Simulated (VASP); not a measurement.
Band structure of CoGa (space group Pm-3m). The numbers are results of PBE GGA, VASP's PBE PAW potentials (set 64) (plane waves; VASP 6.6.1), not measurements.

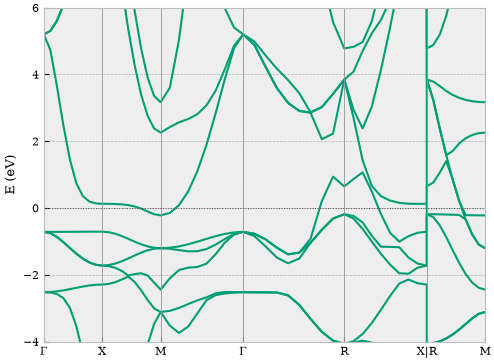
Fig. 1. Bands along high-symmetry lines, zero at the valence-band maximum or, without a gap, the Fermi level

Problem. Read the plot: is there a gap, and where are the band edges?

Solution. It has no gap at this level: it comes out as a metal or semimetal.

The structure is a typed CoGa crystal (Pm-3m). The cell was not relaxed at this level. The run is not spin-polarised, so no magnetic state was tried.
